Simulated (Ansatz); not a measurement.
# BN2H6BrO: nudged elastic band (part 2 of 2)

The same run, continued: BN2H6BrO; RKS B3LYP/def2-SVP (Ansatz 0.2.0). The run did not end well. It belongs to a series of runs on one base structure; here: band between the two ends.

Geometry of the input (Å):
```
B  -0.2977  0.0244  -0.2517
O  -0.5750  0.4762  1.0466
H  -1.4637  0.2859  1.3644
N  0.9969  0.3053  -0.7472
H  1.6761  0.8199  -0.2009
H  1.3195  0.0439  -1.6680
N  -1.2878  -0.6724  -1.0002
H  -2.2086  -0.8967  -0.6488
H  -1.1250  -1.0229  -1.9346
Br 1.6395  2.2328  2.6429
H  0.5739  1.4593  2.0171
```

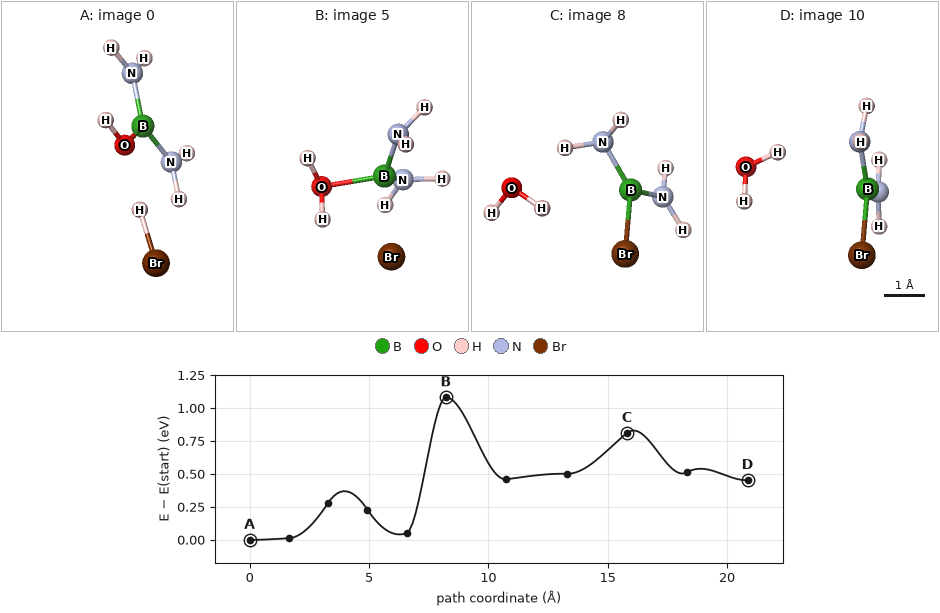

*Images of the last band (counted from 0; ball-and-stick, seen at a tilt) above the energy along the path; the line is a cubic interpolation that uses the forces.*

The highest image is number 5, 1.082 eV above the start and 0.628 eV above the end (the climbing image); the end lies 0.454 eV above the start. A further maximum stands at image 2, 0.281 eV from the start. A further maximum stands at image 8, 0.811 eV from the start. The path is 20.87 Å long. The band had not converged after 60 iterations.

```
Unfinished report: {"positions_ang":[[0.010622984302429927,0.24370587339657596,-0.0500006845308019],[0.054950684818021,0.12012068538754476,1.5642950050895363],[-0.7475400103241826,-0.3861966442404747,1.788929845949268],[1.2843347578489055,-0.10028600880659819,-0.5749230373191816],[1.4440670341292074,0.04700651138344954,-1.565694489237355],[2.114530708412681,0.11436465825367569,-0.03371622711753878],[-1.238167774394041,-0.25323787718520807,-0.5673226554709588],[-2.0129604870156377,0.3984778897541793,-0.6348494660750909],[-1.1852925927816822,-0.8441546291678509,-1.391605465566343],[-0.3473403677822344,2.622604942664181,0.31809338749467697],[-0.12890493721346974,1.093294598560526,1.7665917967837903]],"unchecked":["starts","cluster_reference","orbital_swaps","neighbouring_geometries","increment"],"mean_field":{"relativity":"none","state":{"energy":{"ev":-75838.50617589404,"hartree":-2787.013696778331},"converged":true,"gradient_ev":7.809824801419464e-6,"stability":{"kind":"minimum","curvature_ev":41.52402857607255},"curvature_floor_ev":0.00030000000000000003,"spin_squared":2.1316282072803006e-14},"others":[],"fillings":{"estimated":0,"unestimated":0,"tried":0,"untried":0,"excluded_magnetic_sites":0},"n_dropped_functions":0,"n_trapped_functions":0,"passes":{"evaluations":2,"products":15},"factors":{"origin":"Cholesky decomposition","count":1285,"bound_ev":0.0009668176714949489},"gradient_stop_ev":0.00009,"reference_kind":"stationary","functional":{"name":"B3LYP","citations":["Stephens, Devlin, Chabalowski & Frisch, J. Phys. Chem. 98, 11623 (1994) doi:10.1021/j100096a001","Becke, Phys. Rev. A 38, 3098 (1988) doi:10.1103/PhysRevA.38.3098","Lee, Yang & Parr, Phys. Rev. B 37, 785 (1988) doi:10.1103/PhysRevB.37.785","Vosko, Wilk & Nusair, Can. J. Phys. 58, 1200 (1980) doi:10.1139/p80-159"],"text":"name \"B3LYP\"\ncite \"Stephens, Devlin, Chabalowski & Frisch, J. Phys. Chem. 98, 11623 (1994) doi:10.1021/j100096a001\"\ncite \"Becke, Phys. Rev. A 38, 3098 (1988) doi:10.1103/PhysRevA.38.3098\"\ncite \"Lee, Yang & Parr, Phys. Rev. B 37, 785 (1988) doi:10.1103/PhysRevB.37.785\"\ncite \"Vosko, Wilk & Nusair, Can. J. Phys. 58, 1200 (1980) doi:10.1139/p80-159\"\nparameter a0 = 0.2\nparameter ax = 0.72\nparameter ac = 0.81\nexchange = (1 - a0 - ax)*slater_x + ax*b88_x + a0*exact_x\ncorrelation = (1 - ac)*vwn_rpa_c + ac*lyp_c\n","parameters":{"a0":{"value":0.2,"default":0.2},"ac":{"value":0.81,"default":0.81},"ax":{"value":0.72,"default":0.72}},"final_grid":{"core_spheres":13.0,"valence_spheres":11.0,"degree":36.0},"final_grid_parameter_source":"default","radial_points_factor":1.0,"radial_grid_error_ev":6.729326096032238e-7,"grid_sensitivity":"normal","grid_sensitivity_ratio":0.0013437628806248659},"unsmoothed_excess_ev":-0.0002522356734389238,"symmetry":{"irreps":["A"],"axes":[[0.9962683645218465,0.07679774652953872,0.03938847523006701],[-0.06479000026499482,0.9669574215129396,-0.24656763949616195],[-0.05702281752620482,0.24309555962425977,0.9683248149109579]],"occupied":[{"A":34},{"A":34}]},"held":{"pivots":1284,"left_out":0,"joined":1},"density_repulsion":{"missed_ev":0.000017831105990217216,"excess_ev":0.0,"most_excess_ev":0.0001836,"are_drawn_again":false,"n_first_factors":1285,"energy_change_ev":0.0,"n_dropped_ends":0}},"factors":{"origin":"Cholesky decomposition","count":1285,"bound_ev":0.0009668176714949489},"n_frozen":0,"n_occupied":[34,34],"n_virtual":[84,84],"reference":{"ev":-75838.50617589404,"hartree":-2787.013696778331},"total":{"ev":-75838.50617589404,"hartree":-2787.013696778331},"forces_ev_per_angstrom":[[-8.24064694764176e-6,0.000015257039767740877,0.000014827882186816947],[0.000010315571750078458,-0.00002746697254756259,-0.00003157503003629905],[-4.394726712547885e-6,2.2545045371242547e-6,5.549927163992473e-6],[0.000014011619522575728,4.550071535815938e-6,-0.000010396363387711608],[-3.5125536661210418e-6,-4.197481539618496e-6,3.3123835714786656e-6],[-5.573060568045965e-6,-5.759623889019625e-6,3.7531339903852153e-6],[9.241592039481242e-6,3.3776680782110386e-6,-3.5723964795525432e-6],[8.26971070121446e-7,-6.120400053308565e-7,-2.656635367526606e-6],[-4.31997794663246e-6,-4.565550389818592e-6,4.878082126044677e-6],[-9.521484769272818e-7,-0.000017550127073572872,6.809024785039979e-6],[-7.402651839338761e-6,0.0000347125358983693,9.069994341629008e-6]],"charge_distribution":{"dipole_moment_e_ang":[-0.02386265434077988,-0.793660034303644,0.0783066473568532],"mulliken_charges_e":[-0.16939534879751683,-0.04977124771999719,0.2067115359928029,-0.05344504575454323,0.11911536839607495,0.12157612732647416,-0.11220795052746713,0.12805381195699939,0.1095511943466958,-0.4888438320794961,0.1886553868599563],"lowdin_charges_e":[-0.8197931535215623,0.47997464377590493,0.023975353355829565,0.2533213465065085,0.024815983842068845,0.02206599727298264,0.21999865536415175,0.009875511615214272,0.021699583267449807,-0.18486443479444148,-0.05106948668412015]},"n_threads":4,"memory_gib":4.261363637633622,"seconds":{"hamiltonian":1.399606062,"orbitals":0.0,"second_order":0.0,"solver_start":0.0,"cycles":0.0,"cycle":0.0,"perturbative":0.0,"full_ci_increment":0.0,"forces":0.0}}
this run last wrote the band of iteration 60 to [file]
Error: NEB band did not converge after 60 iterations: max|band force component| = 5.80e-2 eV/Å (threshold 3.0e-2); raise `neb.max_iterations` in a new run, which can start from the last band evaluated (`neb.initial_path`, with `crystal.atoms` and `neb.final_atoms` set to its first and last images), add images, or start from endpoints closer to local minima. Where this run's directory can be resumed (`checkpoint.write`), a resume goes on for up to `neb.max_iterations` more; to start a new run from the last band, take its images' positions from the `neb_iteration` event of iteration 60 (`data.images[].positions_ang`), in the event stream of the run that computed that iteration (not this run's, if it was resumed behind it). With `checkpoint.write`, `steps/00-neb/state/checkpoint.json` in the run directory holds the last saved band, under `neb.evaluated.images[].positions_ang` (a band under a hybrid functional on support functions is neither saved nor resumed: `neb.initial_path` says where its path is): check the last entry of `neb.iterations` there, which is earlier than 60 if that iteration was not saved or its write failed. If the band's step has no `state` directory and holds `state.next`, a write was cut short, and the file is under `state.next` instead (behind a loss of power it can be under `state.prev`)
this run wrote the band of iteration 60 to [file] as well, whether or not its events were kept: a new run's `neb.initial_path` can list its `images[].positions_ang`
a run's events are kept only if it was started with --events-out <file>, and are in that file
```

## The last band as extended XYZ (Å, eV, eV/Å)
```
11
Properties=species:S:1:pos:R:3:forces:R:3 image=0 energy=-75839.58779
B    -0.2977    0.0244   -0.2517   -0.0044   0.0003  -0.0078
O    -0.5750    0.4762    1.0466    0.0010   0.0001   0.0053
H    -1.4637    0.2859    1.3644    0.0005   0.0016  -0.0010
N     0.9969    0.3053   -0.7472    0.0024  -0.0057  -0.0156
H     1.6761    0.8199   -0.2009   -0.0029   0.0017   0.0061
H     1.3195    0.0439   -1.6680   -0.0003   0.0012   0.0060
N    -1.2878   -0.6724   -1.0002    0.0088   0.0050   0.0113
H    -2.2086   -0.8967   -0.6488   -0.0014  -0.0019  -0.0019
H    -1.1250   -1.0229   -1.9346   -0.0019  -0.0004  -0.0020
Br    1.6395    2.2328    2.6429    0.0038   0.0026   0.0011
H     0.5739    1.4593    2.0171   -0.0057  -0.0045  -0.0016
11
Properties=species:S:1:pos:R:3:forces:R:3 image=1 energy=-75839.57479
B    -0.1735   -0.1228   -0.1957   -0.0007   0.0007  -0.0003
O    -0.2756    0.0523    1.1931   -0.0018   0.0023  -0.0003
H    -1.1304   -0.1965    1.5622   -0.0018   0.0016  -0.0007
N     1.1218    0.0196   -0.7458   -0.0004   0.0019   0.0011
H     1.9187    0.2382   -0.1624   -0.0003   0.0072   0.0020
H     1.3141    0.0650   -1.7364   -0.0013  -0.0047  -0.0034
N    -1.3243   -0.4365   -0.9712   -0.0001  -0.0020  -0.0009
H    -2.2689   -0.3938   -0.6130   -0.0003  -0.0024  -0.0015
H    -1.2885   -0.5832   -1.9713    0.0005  -0.0024  -0.0009
Br    0.9616    2.8348    2.3657    0.0052  -0.0017   0.0036
H     0.3933    1.5785    1.8947    0.0010  -0.0003   0.0014
11
Properties=species:S:1:pos:R:3:forces:R:3 image=2 energy=-75839.30685
B    -0.0780   -0.2084   -0.1506   -0.0014  -0.0063  -0.0024
O    -0.0576   -0.1975    1.2496    0.0046  -0.0426  -0.0005
H    -0.9207   -0.3524    1.6547    0.0078  -0.0560   0.0014
N     1.1795   -0.2327   -0.8571    0.0005  -0.0429  -0.0050
H     1.9646   -0.6438   -0.3682    0.1032   0.0718   0.2711
H     1.4874    0.6207   -1.3098   -0.1148   0.0020  -0.2624
N    -1.3043   -0.2178   -0.8534   -0.0061   0.0495  -0.0043
H    -2.2207   -0.1313   -0.4334   -0.0070   0.0774  -0.0084
H    -1.3254   -0.3463   -1.8569   -0.0009  -0.0011  -0.0023
Br    0.2822    3.1024    1.8542    0.0100  -0.0293   0.0057
H     0.2413    1.6627    1.6906    0.0040  -0.0226   0.0072
11
Properties=species:S:1:pos:R:3:forces:R:3 image=3 energy=-75839.35835
B    -0.0799   -0.1769   -0.1300   -0.0038   0.0124   0.0003
O    -0.1442    0.0710    1.2494   -0.0200   0.0687  -0.0058
H    -1.0264   -0.0435    1.6240   -0.0236   0.0794  -0.0109
N     1.1917   -0.0383   -0.7708   -0.0046   0.0674   0.0111
H     1.5967   -0.7918   -1.3063   -0.1212  -0.0490  -0.3198
H     1.9142    0.5056   -0.3223    0.1248  -0.0246   0.3014
N    -1.2511   -0.5123   -0.8544    0.0080  -0.0759   0.0020
H    -2.1793   -0.5372   -0.4524    0.0076  -0.1125   0.0042
H    -1.2565   -0.4924   -1.8662    0.0051  -0.0167  -0.0025
Br    0.2888    3.2573    1.8077    0.0254   0.0251   0.0196
H     0.1943    1.8142    1.6410    0.0023   0.0258   0.0005
11
Properties=species:S:1:pos:R:3:forces:R:3 image=4 energy=-75839.53582
B     0.0414   -0.2032   -0.0237    0.0008  -0.0257   0.0007
O     0.0283    0.0227    1.3666   -0.0033  -0.0024  -0.0123
H    -0.7853   -0.2866    1.7837   -0.0036   0.0094  -0.0011
N     1.3139   -0.2563   -0.6334    0.0017  -0.0048  -0.0037
H     1.4653   -0.1940   -1.6305    0.0039  -0.0189   0.0007
H     2.1604   -0.2088   -0.0814    0.0006  -0.0065  -0.0043
N    -1.1860   -0.3715   -0.7252    0.0039  -0.0124  -0.0098
H    -2.0495    0.0335   -0.3844   -0.0033  -0.0328   0.0132
H    -1.2106   -0.5413   -1.7226    0.0012   0.0125  -0.0192
Br   -0.4051    3.2389    1.2311   -0.0027   0.0365   0.0543
H    -0.1245    1.8223    1.4396    0.0007   0.0451  -0.0186
11
Properties=species:S:1:pos:R:3:forces:R:3 image=5 energy=-75838.50592
B     0.0106    0.2437   -0.0500    0.0000   0.0000   0.0000
O     0.0550    0.1201    1.5643    0.0000   0.0000   0.0000
H    -0.7475   -0.3862    1.7889    0.0000   0.0000   0.0000
N     1.2843   -0.1003   -0.5749    0.0000   0.0000   0.0000
H     1.4441    0.0470   -1.5657    0.0000   0.0000   0.0000
H     2.1145    0.1144   -0.0337    0.0000   0.0000   0.0000
N    -1.2382   -0.2532   -0.5673    0.0000   0.0000   0.0000
H    -2.0130    0.3985   -0.6348    0.0000   0.0000   0.0000
H    -1.1853   -0.8442   -1.3916    0.0000   0.0000   0.0000
Br   -0.3473    2.6226    0.3181    0.0000   0.0000   0.0000
H    -0.1289    1.0933    1.7666    0.0000   0.0000   0.0000
11
Properties=species:S:1:pos:R:3:forces:R:3 image=6 energy=-75839.12766
B     0.0671    0.8058   -0.6311    0.0057  -0.0368   0.0322
O    -0.3183   -0.5232    2.3134   -0.0102   0.0459  -0.0376
H    -0.7481   -0.3970    1.4494    0.0087  -0.0222   0.0168
N     1.3313    0.3132   -0.9764    0.0273  -0.0132  -0.0019
H     1.5176   -0.6690   -1.1427   -0.0199   0.0150  -0.0077
H     2.1635    0.8863   -0.9338   -0.0155   0.0010   0.0189
N    -1.1181    0.0239   -0.5554    0.0197   0.0262  -0.0023
H    -2.0264    0.4703   -0.5197   -0.0120  -0.0172  -0.0009
H    -1.1503   -0.9268   -0.9088   -0.0148  -0.0016  -0.0119
Br   -0.1017    2.7120   -0.1784   -0.0049   0.0092   0.0002
H    -0.3683    0.3602    2.7033    0.0159  -0.0063  -0.0057
11
Properties=species:S:1:pos:R:3:forces:R:3 image=7 energy=-75839.08596
B     0.2090    0.7133   -0.6042    0.0045   0.0312  -0.0094
O    -1.0214   -0.2530    2.5507   -0.0336  -0.0337   0.0180
H    -0.8525    0.6990    2.5544    0.0186   0.0177  -0.0152
N     1.4319    0.4256   -1.2287   -0.0023   0.0016   0.0000
H     1.6316   -0.4538   -1.6900    0.0001  -0.0039   0.0066
H     2.2022    1.0805   -1.2330    0.0011   0.0004  -0.0050
N    -0.8839   -0.1782   -0.5003   -0.0202  -0.0272   0.0133
H    -1.7836    0.1183   -0.1424    0.0136   0.0046  -0.0032
H    -0.9077   -1.0797   -0.9643    0.0034   0.0102   0.0022
Br   -0.0012    2.4887    0.2294    0.0016  -0.0076  -0.0036
H    -0.7759   -0.5049    1.6482    0.0132   0.0070  -0.0036
11
Properties=species:S:1:pos:R:3:forces:R:3 image=8 energy=-75838.77674
B     0.3981    0.5231   -0.6356   -0.0091  -0.0414   0.0115
O    -1.5719   -0.0809    2.2716    0.0171  -0.0165   0.0223
H    -1.3540    0.8158    1.9648    0.0038  -0.0426   0.0154
N     1.4989    0.4414   -1.4804    0.0114   0.0194  -0.0338
H     1.6208   -0.3677   -2.0797   -0.0242   0.0074  -0.0340
H     2.2402    1.1292   -1.5255   -0.0096   0.0058  -0.0018
N    -0.6681   -0.4416   -0.6142    0.0471   0.0097  -0.0006
H    -0.9683   -0.6959    0.3304   -0.1144   0.1648   0.1197
H    -1.5054   -0.1245   -1.1056    0.0712  -0.1060  -0.0961
Br    0.4168    2.1255    0.5948    0.0290   0.0020   0.0291
H    -0.8588   -0.2686    2.8992   -0.0223  -0.0025  -0.0317
11
Properties=species:S:1:pos:R:3:forces:R:3 image=9 energy=-75839.07426
B     0.2340    0.6172   -0.6541    0.0129   0.0427  -0.0088
O    -1.3345    0.2113    2.3525    0.0266   0.0107  -0.0603
H    -0.9661    1.0925    2.1802   -0.0373  -0.0156   0.0100
N     1.4845    0.1847   -1.1293   -0.0206  -0.0025  -0.0077
H     1.6796   -0.7859   -1.3440    0.0106   0.0198  -0.0704
H     2.2862    0.7969   -1.1940    0.0019   0.0047  -0.0299
N    -0.9396   -0.1573   -0.6081    0.0480  -0.0149   0.0453
H    -0.9954   -1.0705   -1.0480   -0.0443   0.0311   0.1429
H    -1.6803    0.0510    0.0580    0.0296  -0.0463  -0.1465
Br    0.1259    2.4864    0.0074    0.0276  -0.0500   0.0487
H    -0.6461   -0.3707    1.9993   -0.0549   0.0205   0.0767
11
Properties=species:S:1:pos:R:3:forces:R:3 image=10 energy=-75839.13409
B     0.1601    0.7143   -0.5999    0.0151  -0.0088   0.0041
O    -0.5222   -0.2788    2.3022    0.0113   0.0177   0.0273
H    -0.9419   -0.2277    1.4279   -0.0089   0.0034  -0.0176
N     1.3719    0.0514   -0.8277    0.0046   0.0121  -0.0046
H     1.4310   -0.9420   -1.0170    0.0006  -0.0018   0.0012
H     2.2658    0.4924   -0.6564   -0.0096  -0.0057   0.0002
N    -1.1251    0.1144   -0.6715   -0.0083  -0.0005   0.0027
H    -1.2573   -0.8260   -1.0289    0.0022   0.0051  -0.0021
H    -1.9631    0.6810   -0.7155    0.0027   0.0015   0.0021
Br    0.2189    2.6231   -0.1170   -0.0054  -0.0012  -0.0037
H    -0.3898    0.6535    2.5237   -0.0043  -0.0217  -0.0096
```

## What the run reported

| quantity | value |
| --- | --- |
| outcome | not converged |
| barrier, forward (band not converged) | 1.082 eV |
| barrier, backward | 0.628 eV |
| wall time | 14 min (CPU time 52 min) |
| peak memory | 0.31 GiB |

## Diagnosis

The run did not converge: “NEB band did not converge after 60 iterations: max|band force component| = 5.80e-2 eV/Å (threshold 3.0e-2); raise `neb.max_iterations` in a new run, which can start from the last band evaluated (`neb.initial_path`, with `crystal.atoms` and `neb.final_atoms` set to its first and last images), add images, or start from endpoints closer to local minima …” Its last values are not results.
